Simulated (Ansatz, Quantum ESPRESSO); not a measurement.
# From contact to tunnelling: vacuum gaps between two Na(110) faces, part 3 of 4

Aim: how the conductance falls as the barrier grows, for vacuum gaps between two Na(110) faces.

Quantum ESPRESSO 7.5; plane-wave DFT, PBE, GBRV ultrasoft pseudopotentials; cross-check by Ansatz 0.2.0 with PAW datasets.

So far. Step 2 (SCF with pw.x, 4 Å): The run needed 9 iterations to bring the estimated error under 1e-07 Ry; the largest force on any atom, held or free, is 0.15 eV/Å.

### Step 4. The same in Ansatz, 4 Å

A second code with its own PAW datasets, on the same atoms.

Level of this step: plane-wave DFT, PBE, Ansatz PAW (Ansatz 0.2.0).

input.yaml

```yaml
crystal:
  lattice:
    - [4.2, 0.0, 0.0]
    - [2.1, 2.969848481, 0.0]
    - [0.0, 0.0, 36.6683332908]
  atoms:
    - { symbol: Na, position: [0.0, 0.0, 0.0] }
    - { symbol: Na, position: [0.5, 0.0, 0.0809921863] }
    - { symbol: Na, position: [0.0, 0.0, 0.1619843726] }
    - { symbol: Na, position: [0.5, 0.0, 0.2429765589] }
    - { symbol: Na, position: [0.0, 0.0, 0.3239687452] }
    - { symbol: Na, position: [0.5, 0.0, 0.4049609315] }
    - { symbol: Na, position: [0.0, 0.0, 0.5140468822] }
    - { symbol: Na, position: [0.5, 0.0, 0.5950390685] }
    - { symbol: Na, position: [0.0, 0.0, 0.6760312548] }
    - { symbol: Na, position: [0.5, 0.0, 0.7570234411] }
    - { symbol: Na, position: [0.0, 0.0, 0.8380156274] }
    - { symbol: Na, position: [0.5, 0.0, 0.9190078137] }
kpoints:
  mp_grid: { grid: [7, 8, 1] }
hamiltonian:
  xc: pbe
scf:
  occupations: { method: fermi_dirac, width: 0.1 }
  convergence: { dr2_threshold: 1.0e-08 }
output:
  transmission: { leads: [[0, 2]], e_range: [-0.4, 0.4], de: 0.4, kmesh: [8, 8] }
  write_potential: true
  write_density: true
  volumetric_format: npy
```

On the command line:

```
> ansatz run input.yaml --threads 4 --pin off --max-ram 8192MiB --backend cpu --events-out ev --progress --plain --runs-dir out
```

Numbers of over 12 decimals in the logs are rounded to 6 here.

What it wrote:

```text
Warning: crystal.symmetry: narrowed to the stabiliser of the k-point mesh — unitary ops 8 → 4; excluded 4 operations that carry a point of the 7×8×1 mesh (shift [0, 0, 0]) off the mesh (the run samples exactly the mesh kpoints.mp_grid names, as under crystal.symmetry.detect: false, and its converged state has the mesh's symmetry, not the crystal's; ε∞, the Born charges and the force constants of a linear response (`dielectric:` by the response, `phonons.method: dfpt`) are averaged over those of the crystal's operations that the state keeps within a tolerance, where `mesh_tensors`, `unaveraged_element` or `gamma_mean_max_change_ev_ang2` stands beside them; [rest of the remark cut]
Engine: ansatz 0.2.0, aarch64-unknown-linux-gnu
Pseudopotentials: kind: paw
Pseudopotential: Na, paw, valence charge 9, recommended cutoff 420 eV (normal), Na.paw.azcp
Functional definition: PBE
  parameter kappa = 0.804
  parameter beta = 0.066725
  exchange = pbe_x(kappa = kappa, mu = beta*pi^2/3)
  correlation = pbe_c(beta = beta)
Crystal: 12 atoms, lattice volume = 457.377 Å³
Basis set: ecut = 420 eV, 8773 PW (Γ)
Bands: 66, of which v1, the nominal top of the filled ones, is band 54 counted from 1 (53 counted from 0)
Symmetry: 4 space group operations
k-points: 29 of 56
Non-local potential: Na, projectors of the file, l = 0: 3, l = 1: 2, l = 2: 1
PAW form: soft (Blöchl's): semilocal exchange-correlation on the pseudo side does not see the compensation charge
PAW one-centre angular grid: Na, 110 points (default); XC on 64 Gauss nodes
Initial density: superposition of atomic densities (neutral atoms: chi_scale 0, normalization atom), corrected by the library's trained network
Initial wavefunctions: pseudopotential atomic-orbital guess
Functional: x = pbe(κ = 0.804, μ = 0.219515), c = pbe(β = 0.066725)
SCF iter   1: F=—  HF=-17836.973114 eV  |F-HF|=—  |Δ(HF+E_count)|=         —  Δρ=6.40e-4  dr2=1.78e-1  ethr=1.77e-3  ⟨swp⟩=8.8  Hψ=7684  notcnv=0  defer=12
preconditioner: auto → Kerker (q_TF=auto, 2.145 Å⁻¹)  [metal: Δε(μ)=0.050 eV  Ē_g=3.206 eV  σ=0.100 eV  W_gap=0.13  n_scr=86 (ndim 8)  ℏωp=6.0 eV  f_vac=0.000  D(μ)=5.40/eV (n_scr^D=16)]
SCF iter   2: F=—  HF=-17836.968240 eV  |F-HF|=—  |Δ(HF+E_count)|=   4.87e-3  Δρ=3.74e-4  dr2=1.02e-1  ethr=1.65e-4  ⟨swp⟩=1.4  Hψ=2216  notcnv=0  defer=7
SCF iter   3: F=—  HF=-17836.967316 eV  |F-HF|=—  |Δ(HF+E_count)|=   9.24e-4  Δρ=5.67e-4  dr2=6.94e-3  ethr=9.46e-5  ⟨swp⟩=1.0  Hψ=1905  notcnv=0  defer=7
SCF iter   4: F=—  HF=-17836.966669 eV  |F-HF|=—  |Δ(HF+E_count)|=   6.47e-4  Δρ=1.41e-4  dr2=1.95e-4  ethr=6.43e-6  ⟨swp⟩=1.0  Hψ=1905  notcnv=0  defer=7
SCF iter   5: F=—  HF=-17836.966644 eV  |F-HF|=—  |Δ(HF+E_count)|=   2.52e-5  Δρ=7.19e-5  dr2=2.68e-5  ethr=1.81e-7  ⟨swp⟩=2.0  Hψ=2991  notcnv=0  defer=7
SCF iter   6: F=—  HF=-17836.966627 eV  |F-HF|=—  |Δ(HF+E_count)|=   1.67e-5  Δρ=9.86e-6  dr2=4.19e-6  ethr=2.48e-8  ⟨swp⟩=2.0  Hψ=2970  notcnv=0  defer=7
SCF iter   7: F=—  HF=-17836.966595 eV  |F-HF|=—  |Δ(HF+E_count)|=   3.22e-5  Δρ=4.98e-6  dr2=2.25e-7  ethr=3.88e-9  ⟨swp⟩=1.4  Hψ=1946  notcnv=0  defer=7
SCF iter   8: F=—  HF=-17836.966595 eV  |F-HF|=—  |Δ(HF+E_count)|=   3.90e-8  Δρ=2.02e-6  dr2=7.24e-8  ethr=2.08e-10  ⟨swp⟩=2.0  Hψ=3439  notcnv=0  defer=7
SCF iter   9: F=—  HF=-17836.966595 eV  |F-HF|=—  |Δ(HF+E_count)|=   8.15e-9  Δρ=8.26e-7  dr2=1.24e-8  ethr=6.71e-11  ⟨swp⟩=2.0  Hψ=2799  notcnv=0  defer=7
SCF iter  10: F=-17836.966595 eV  HF=-17836.966595 eV  |F-HF|=1.64e-10  |Δ(HF+E_count)|=   1.66e-9  Δρ=1.49e-7  dr2=3.88e-10  ethr=9.26e-12  ⟨swp⟩=6.8  Hψ=5245  notcnv=0
SCF 1 converged in 10 iterations: F = -17836.966595 eV  dr2 = 3.88e-10
  greatest PAW one-centre occupation: 0.999 electrons in one spin orbital (limit 2), on the Na atom at site 6 (counted from 0), in its partial waves of l = 0
transmission: 170 of 1666 steps passed
transmission: 334 of 1666 steps passed
[...]
transmission: 1666 of 1666 steps passed
SCF converged after 10 iterations
Free energy (F): -17836.966595 eV
Harris-Foulkes:  -17836.966595 eV  (|F-HF|=1.64e-10)
Internal energy: -17836.781826 eV  (E = F + TS)
E sigma→0 (E₀):  -17836.874211 eV
Entropy (-TS):   -0.184769 eV (-15.397 meV/atom)
Fermi energy:    1.638644 eV
--- Per-component energies (eV) ---
  E_band       = -2907.861785
  E_kinetic    = 1441.566411
  E_local      = -17808.543860  (includes V_loc(G=0)·N_el)
  E_nonlocal   = 1381.167467
  E_hartree    = 6573.931901
  E_xc         = -459.852511
  E_vxc        = -590.836405  (∫ρ·V_xc dr)
  E_paw        = -3157.970603  (= ΣΔE_a)
  E_vpaw       = -479.078667  (= ΣTr[D̂ρ^β])
  E_aug_tail   = -0.000389  (compensation charges beyond the density's cutoff)
  E_ewald      = -5807.080243
  E_smearing   = -0.184769  (= −TS)
  E_closure    = 0.000000  (closes the sum)
  Σ components = -17836.966595   (vs F -17836.966595, Δ=0.00e0)
--- Band table (eV; the first three rows and the last of 29) ---
  k-point 0: bands = [... 50 lower, -1.4512, -1.1921, -1.0748, -0.6170, -0.4905, 0.1819, 0.2937, 1.2001, ... 8 higher]
  k-point 1: bands = [... 50 lower, -1.1776, -0.9198, -0.8030, -0.3475, -0.2215, 0.4478, 0.5588, 1.4614, ... 8 higher]
  k-point 2: bands = [... 50 lower, -0.3651, -0.1113, 0.0044, 0.4531, 0.5778, 1.2377, 1.3468, 2.2370, ... 8 higher]
  k-point 28: bands = [... 50 lower, 1.7670, 1.8901, 1.9757, 2.0025, 2.0566, 2.1133, 2.2827, 2.3842, ... 8 higher]
--- Transmission ---
  basis      : 103 plane waves across, 49 finite elements along
  points     : 34, standing for a mesh of 8 x 8
  energies   : 3 from -0.400000 to 0.400000 eV about the Fermi level, 0.400000 eV apart; the leads are filled to 0.000000 eV, and channels, transmission and decay are at 0.000000 eV
  crystal 0  : Na2, at the sites [0, 2], period 5.9397 Å, over 35.64 Å; its Hamiltonian steps by up to 4.2 meV
    offset         : up to 0.0000 Å between an atom of the period and one for which it stands
    channels       : 8.593750e-1 a spin
    conductance    : none, the energies end too early or step too widely for 300 K: set another output.transmission.e_range or a lower de, or, where they end at an eighth of basis.ecutwfc, a higher one
    slowest decay  : 0.1662 /Å at (0.1250, 0.5000)
  junction   : crystal 0 to crystal 0, -1.48 to 29.24 Å
    transmission   : 6.330254e-1 a spin
    conductance    : none, the energies end too early or step too widely for 300 K: set another output.transmission.e_range or a lower de, or, where they end at an eighth of basis.ecutwfc, a higher one
```

The job ended after 48 s (4 threads of Arm Neoverse V1, shared host; peak memory 1.2 GiB).

Numbers from this step:

- free energy: -17836.9666 eV
- energy at zero smearing: -17836.8742 eV
- smearing term TS: 0.1848 eV
- Fermi energy: 1.639 eV
- symmetry operations: 4
- transmission at the Fermi level, one spin: 0.6330
- step of the lead's Hamiltonian over a period: 4.2 meV

Per spin; mean over the k mesh across the current. The transmission, zone mean by energy, zero at the Fermi level:

| energy (eV) | transmission, zone mean |
| --- | --- |
| -0.400 | 0.520 |
| 0.000 | 0.633 |
| 0.400 | 0.758 |

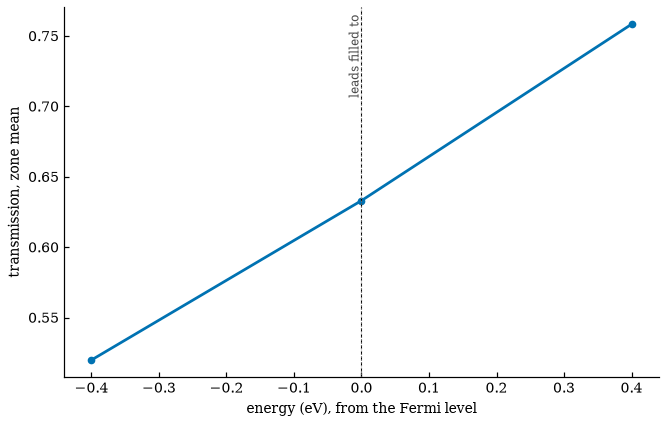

Transmission, zone mean against energy.

Per spin; mean over the k mesh across the current. Table of open channels, zone mean by energy, zero at the Fermi level:

| energy (eV) | open channels, zone mean |
| --- | --- |
| -0.400 | 0.734 |
| 0.000 | 0.859 |
| 0.400 | 0.984 |

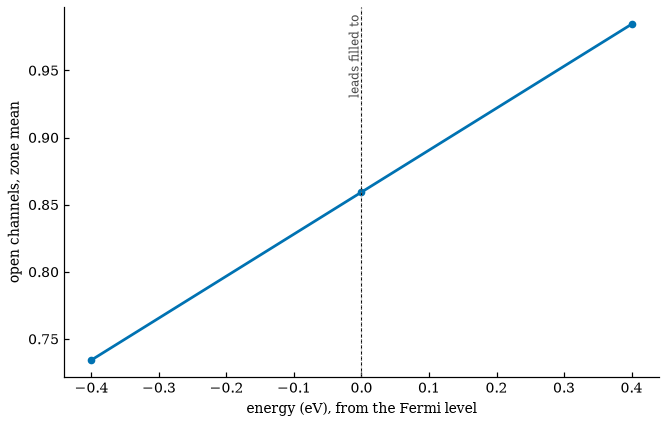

Open channels, zone mean, plotted against energy.

Ansatz finds T = 0.633 against pwcond's 0.631.

### Step 5. Self-consistent run, 5 Å

Level of this step: plane-wave DFT, PBE, GBRV ultrasoft pseudopotentials (Quantum ESPRESSO 7.5).

j1.scf.in

```
&control
  prefix = 'j1.scf'
  outdir = './out'
  pseudo_dir = './pseudo'
  calculation = 'scf'
  tprnfor = .true.
/
&system
  ibrav = 0
  nat = 12
  ntyp = 1
  ecutwfc = 40
  ecutrho = 200
  occupations = 'smearing'
  smearing = 'mv'
  degauss = 0.01
/
&electrons
  conv_thr = 1e-07
  mixing_beta = 0.25
  electron_maxstep = 120
  mixing_mode = 'local-TF'
/
ATOMIC_SPECIES
  Na  22.9898  na_pbe_v1.5.uspp.F.UPF
CELL_PARAMETERS angstrom
  4.20000000000000 0.00000000000000 0.00000000000000
  2.10000000000000 2.96984848098350 0.00000000000000
  0.00000000000000 0.00000000000000 37.66833329081850
ATOMIC_POSITIONS crystal
  Na  0.000000000000 0.000000000000 0.000000000000
  Na  0.500000000000 0.000000000000 0.078842046396
  Na  0.000000000000 0.000000000000 0.157684092792
  Na  0.500000000000 0.000000000000 0.236526139189
  Na  0.000000000000 0.000000000000 0.315368185585
  Na  0.500000000000 0.000000000000 0.394210231981
  Na  0.000000000000 0.000000000000 0.526947721623
  Na  0.500000000000 0.000000000000 0.605789768019
  Na  0.000000000000 0.000000000000 0.684631814415
  Na  0.500000000000 0.000000000000 0.763473860811
  Na  0.000000000000 0.000000000000 0.842315907208
  Na  0.500000000000 0.000000000000 0.921157953604
K_POINTS automatic
  7 8 1 0 0 0
```

On the command line:

```
> OMP_NUM_THREADS=1 mpirun -n 4 pw.x -nk 4 -in j1.scf.in > j1.scf.out
```

What it wrote:

```text
[banner, memory and clock lines left out]
Program PWSCF v.7.5 starts
[...]
Message from routine setup:
[...]
number of electrons       =       108.00
     number of Kohn-Sham states=           65
     kinetic-energy cutoff     =      40.0000  Ry
     charge density cutoff     =     200.0000  Ry
[...]
number of k points=    29  Marzari-Vanderbilt smearing, width (Ry)=  0.0100
[...]
Dense  grid:   151593 G-vectors     FFT dimensions: (  36,  32, 324)
[...]
Starting wfcs are   60 randomized atomic wfcs +    5 random wfcs
[...]
estimated scf accuracy    <       0.21276692 Ry
[...]
estimated scf accuracy    <       0.14346727 Ry
[...]
estimated scf accuracy    <       0.00145314 Ry
[...]
estimated scf accuracy    <       0.00163755 Ry
[...]
estimated scf accuracy    <       0.00019424 Ry
[...]
estimated scf accuracy    <       0.00003342 Ry
[...]
estimated scf accuracy    <       0.00000787 Ry
[...]
estimated scf accuracy    <       0.00000598 Ry
[...]
estimated scf accuracy    <       0.00000035 Ry
[...]
the Fermi energy is     1.3990 ev
!    total energy              =   -1144.12834865 Ry
     estimated scf accuracy    <       0.00000005 Ry
     smearing contrib. (-TS)   =       0.00005161 Ry
     internal energy E=F+TS    =   -1144.12840025 Ry
[...]
one-electron contribution =   -1188.55209609 Ry
     hartree contribution      =     597.87608948 Ry
     xc contribution           =    -171.69443827 Ry
     ewald contribution        =    -381.75795538 Ry
     convergence has been achieved in  10 iterations
[...]
Total force =     0.005637     Total SCF correction =     0.000479
[...]
```

Run time: 3.1 min. Hardware: 4 MPI ranks; peak memory 1.3 GiB; 12 min of CPU time.

Numbers from this step:

```
free energy  : -15566.6592 eV
Fermi energy : 1.399 eV
```

### Step 6. Transmission with pwcond.x, 5 Å

j1.cond.in

```
&inputcond
  outdir = './out'
  prefixt = 'j1.scf'
  tran_file = 'j1.cond.dat'
  bdl = 1.4142135619
  bds = 8.9686507833
  ikind = 1
  ewind = 4.0
  epsproj = 1e-05
  nz1 = 7
  energy0 = 0.4
  denergy = -0.4
/
21
  0.00000000 0.00000000 0.01562500
  0.00000000 0.12500000 0.03125000
  0.00000000 0.25000000 0.03125000
  0.00000000 0.37500000 0.03125000
  0.00000000 0.50000000 0.01562500
  0.12500000 0.00000000 0.06250000
  0.12500000 0.25000000 0.06250000
  0.12500000 0.37500000 0.06250000
  0.12500000 0.50000000 0.06250000
  0.25000000 0.00000000 0.06250000
  0.25000000 0.12500000 0.03125000
  0.25000000 0.37500000 0.06250000
  0.25000000 0.50000000 0.06250000
  0.25000000 0.62500000 0.03125000
  0.37500000 0.00000000 0.06250000
  0.37500000 0.12500000 0.06250000
  0.37500000 0.50000000 0.06250000
  0.37500000 0.62500000 0.06250000
  0.50000000 0.00000000 0.03125000
  0.50000000 0.12500000 0.06250000
  0.50000000 0.25000000 0.03125000
3
```

On the command line:

```
> OMP_NUM_THREADS=1 mpirun -n 4 pwcond.x -in j1.cond.in > j1.cond.out
```

What it wrote:

```text
[banner, memory and clock lines left out]
Program PWCOND v.7.5 starts
[citation notice left out]

[...]
./out/j1.scf.save/

     IMPORTANT: XC functional enforced from input :
     Exchange-correlation= PBE
                           (   1   4   3   4   0   0   0)
     Any further DFT definition will be discarded
     Please, verify this is what you really want

     Reading collected, re-writing distributed wavefunctions

===== INPUT FILE containing all the regions =====

     GEOMETRY:

     lattice parameter (alat)  =       7.9368  a.u.
[...]
---  E-Ef =   -0.4000000  k =    0.5000000   0.2500000
---  ie =          3  ik =         21
 Nchannels of the left tip =            1
 Right moving states:
   k1(2pi/a)   k2(2pi/a)   E-Ef (eV)
   0.4234013   0.0000183  -0.4000000
 Left moving states:
   k1(2pi/a)   k2(2pi/a)   E-Ef (eV)
  -0.4234013   0.0000183  -0.4000000

 to transmit
 Band j to band i transmissions and reflections:
    j         i     |T_ij|^2    |R_ij|^2

    1 -->     1     0.13417     0.86583
   Total T_j, R_j =    0.13417  0.86583

E-Ef(ev), T(x2 spins) =   -0.4000000   0.2683449
   T_tot     0.40000      0.87694E+00
   T_tot     0.00000      0.66846E+00
   T_tot    -0.40000      0.48939E+00

[...]
```

Run time: 1.9 min. Hardware: 4 MPI ranks; peak memory 0.28 GiB; 7.8 min of CPU time.

This step gave:

```
transmission at the Fermi level, one spin : 0.3342
conductance                               : 0.3342 G₀
```

Per spin; mean over the k mesh across the current. Transmission, zone mean against energy, zero at the Fermi level:

| energy (eV) | transmission, zone mean |
| --- | --- |
| -0.400 | 0.245 |
| 0.000 | 0.334 |
| 0.400 | 0.438 |

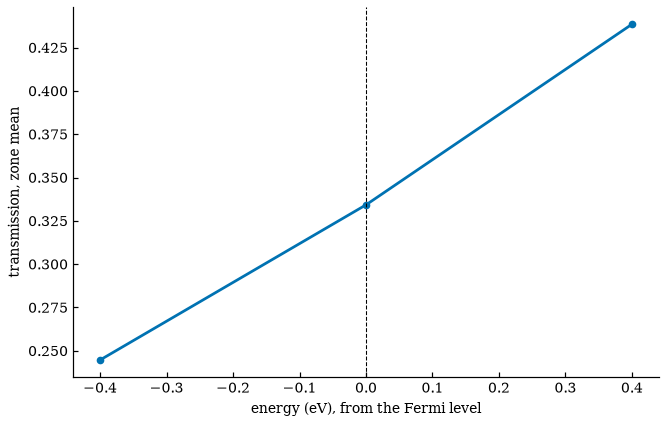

Transmission, zone mean against energy.

T goes from 0.631 to 0.334, a factor of 1.9.

### Step 7. Cross-check with Ansatz, 5 Å

Level of this step: plane-wave DFT, PBE, Ansatz PAW (Ansatz 0.2.0).

input.yaml

```yaml
crystal:
  lattice:
    - [4.2, 0.0, 0.0]
    - [2.1, 2.969848481, 0.0]
    - [0.0, 0.0, 37.6683332908]
  atoms:
    - { symbol: Na, position: [0.0, 0.0, 0.0] }
    - { symbol: Na, position: [0.5, 0.0, 0.0788420464] }
    - { symbol: Na, position: [0.0, 0.0, 0.1576840928] }
    - { symbol: Na, position: [0.5, 0.0, 0.2365261392] }
    - { symbol: Na, position: [0.0, 0.0, 0.3153681856] }
    - { symbol: Na, position: [0.5, 0.0, 0.394210232] }
    - { symbol: Na, position: [0.0, 0.0, 0.5269477216] }
    - { symbol: Na, position: [0.5, 0.0, 0.605789768] }
    - { symbol: Na, position: [0.0, 0.0, 0.6846318144] }
    - { symbol: Na, position: [0.5, 0.0, 0.7634738608] }
    - { symbol: Na, position: [0.0, 0.0, 0.8423159072] }
    - { symbol: Na, position: [0.5, 0.0, 0.9211579536] }
kpoints:
  mp_grid: { grid: [7, 8, 1] }
hamiltonian:
  xc: pbe
scf:
  occupations: { method: fermi_dirac, width: 0.1 }
  convergence: { dr2_threshold: 1.0e-08 }
output:
  transmission: { leads: [[0, 2]], e_range: [-0.4, 0.4], de: 0.4, kmesh: [8, 8] }
  write_potential: true
  write_density: true
  volumetric_format: npy
  elf: true
```

On the command line:

```
> ansatz run input.yaml --threads 4 --pin off --max-ram 8192MiB --backend cpu --events-out ev --progress --plain --runs-dir out
```

What it wrote:

```text
[...]
Crystal: 12 atoms, lattice volume = 469.851 Å³
Basis set: ecut = 420 eV, 9003 PW (Γ)
Bands: 66, of which v1, the nominal top of the filled ones, is band 54 counted from 1 (53 counted from 0)
Symmetry: 4 space group operations
k-points: 29 of 56
[...]
k-point 28: bands = [... 50 lower, 1.6777, 1.7818, 1.8600, 1.8741, 1.9665, 2.0465, 2.1565, 2.3042, ... 8 higher]
--- Transmission ---
  basis      : 103 plane waves across, 48 finite elements along
  points     : 34, standing for a mesh of 8 x 8
[...]
channels       : 8.593750e-1 a spin
[...]
slowest decay  : 0.1676 /Å at (0.1250, 0.5000)
  junction   : crystal 0 to crystal 0, -1.48 to 30.24 Å
    transmission   : 3.398998e-1 a spin
[...]
[key lines of the parts left out:]
SCF converged after 7 iterations
Free energy (F): -17836.844780 eV
Fermi energy:    1.526167 eV
```

Run time: 48 s. Hardware: 4 threads; peak memory 1.2 GiB; 3 min of CPU time.

Numbers from this step:

```
free energy                                  : -17836.8448 eV
energy at zero smearing                      : -17836.7500 eV
smearing term TS                             : 0.1896 eV
Fermi energy                                 : 1.526 eV
transmission at the Fermi level, one spin    : 0.3399
step of the lead's Hamiltonian over a period : 5.6 meV
```

Per spin; mean over the k mesh across the current. Transmission, zone mean against energy, zero at the Fermi level:

| energy (eV) | transmission, zone mean |
| --- | --- |
| -0.400 | 0.249 |
| 0.000 | 0.340 |
| 0.400 | 0.444 |

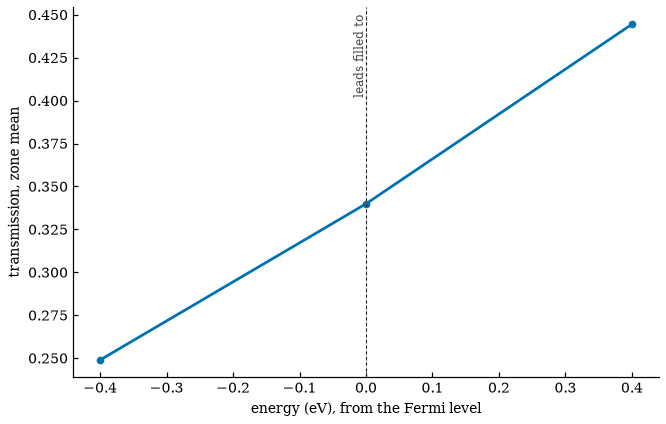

Transmission, zone mean, plotted against energy.

Ansatz finds T = 0.340 against pwcond's 0.334.

### Step 8. Ground state, 6 Å

Level of this step: plane-wave DFT, PBE, GBRV ultrasoft pseudopotentials (Quantum ESPRESSO 7.5).

j2.scf.in

```
&control
  prefix = 'j2.scf'
  outdir = './out'
  pseudo_dir = './pseudo'
  calculation = 'scf'
  tprnfor = .true.
/
&system
  ibrav = 0
  nat = 12
  ntyp = 1
  ecutwfc = 40
  ecutrho = 200
  occupations = 'smearing'
  smearing = 'mv'
  degauss = 0.01
/
&electrons
  conv_thr = 1e-07
  mixing_beta = 0.25
  electron_maxstep = 120
  mixing_mode = 'local-TF'
/
ATOMIC_SPECIES
  Na  22.9898  na_pbe_v1.5.uspp.F.UPF
CELL_PARAMETERS angstrom
  4.20000000000000 0.00000000000000 0.00000000000000
  2.10000000000000 2.96984848098350 0.00000000000000
  0.00000000000000 0.00000000000000 38.66833329081850
ATOMIC_POSITIONS crystal
  Na  0.000000000000 0.000000000000 0.000000000000
  Na  0.500000000000 0.000000000000 0.076803115838
  Na  0.000000000000 0.000000000000 0.153606231675
  Na  0.500000000000 0.000000000000 0.230409347513
  Na  0.000000000000 0.000000000000 0.307212463351
  Na  0.500000000000 0.000000000000 0.384015579188
  Na  0.000000000000 0.000000000000 0.539181304974
  Na  0.500000000000 0.000000000000 0.615984420812
  Na  0.000000000000 0.000000000000 0.692787536649
  Na  0.500000000000 0.000000000000 0.769590652487
  Na  0.000000000000 0.000000000000 0.846393768325
  Na  0.500000000000 0.000000000000 0.923196884162
K_POINTS automatic
  7 8 1 0 0 0
```

On the command line:

```
> OMP_NUM_THREADS=1 mpirun -n 4 pw.x -nk 4 -in j2.scf.in > j2.scf.out
```

What it wrote:

```text
[banner, memory and clock lines left out]
Program PWSCF v.7.5 starts
[...]
Message from routine setup:
[...]
number of electrons       =       108.00
     number of Kohn-Sham states=           65
     kinetic-energy cutoff     =      40.0000  Ry
     charge density cutoff     =     200.0000  Ry
[...]
number of k points=    29  Marzari-Vanderbilt smearing, width (Ry)=  0.0100
[...]
Dense  grid:   155621 G-vectors     FFT dimensions: (  36,  32, 360)
[...]
Starting wfcs are   60 randomized atomic wfcs +    5 random wfcs
[...]
estimated scf accuracy    <       0.30750084 Ry
[...]
estimated scf accuracy    <       0.21865024 Ry
[...]
estimated scf accuracy    <       0.00545137 Ry
[...]
estimated scf accuracy    <       0.00604226 Ry
[...]
estimated scf accuracy    <       0.00035685 Ry
[...]
estimated scf accuracy    <       0.00013479 Ry
[...]
estimated scf accuracy    <       0.00000529 Ry
[...]
estimated scf accuracy    <       0.00000365 Ry
[...]
estimated scf accuracy    <       0.00000254 Ry
[...]
estimated scf accuracy    <       0.00000297 Ry
[...]
estimated scf accuracy    <       0.00000033 Ry
[...]
the Fermi energy is     1.2972 ev
!    total energy              =   -1144.12271496 Ry
     estimated scf accuracy    <       0.00000003 Ry
     smearing contrib. (-TS)   =      -0.00058395 Ry
     internal energy E=F+TS    =   -1144.12213101 Ry
[...]
one-electron contribution =   -1326.69849907 Ry
     hartree contribution      =     666.53524899 Ry
     xc contribution           =    -171.69307784 Ry
     ewald contribution        =    -312.26580309 Ry
     convergence has been achieved in  12 iterations
[...]
Total force =     0.002561     Total SCF correction =     0.000395
[...]
```

It took 3.6 min on 4 MPI ranks; peak memory 1.3 GiB; 14 min of CPU time.

Read from the output:

| Property | Result |
| --- | --- |
| free energy | -15566.5826 eV |
| Fermi energy | 1.297 eV |

[end of part 3 of 4]

[Logs are printed without paths, hosts, clocks, repeated set-up lines and the standing remarks that a program may print on its own settings, such as how far it seeks lower states.]

[Hosts, paths, dates, database ids (printed as entryN), source tags and the programs' standing remarks are cut or masked in the printed files.]

[Maps of the electrostatic potential energy from Ansatz leave out the sawtooth potential of an applied field or a dipole correction, so their vacuum need not be flat; planar profiles and work functions include it.]
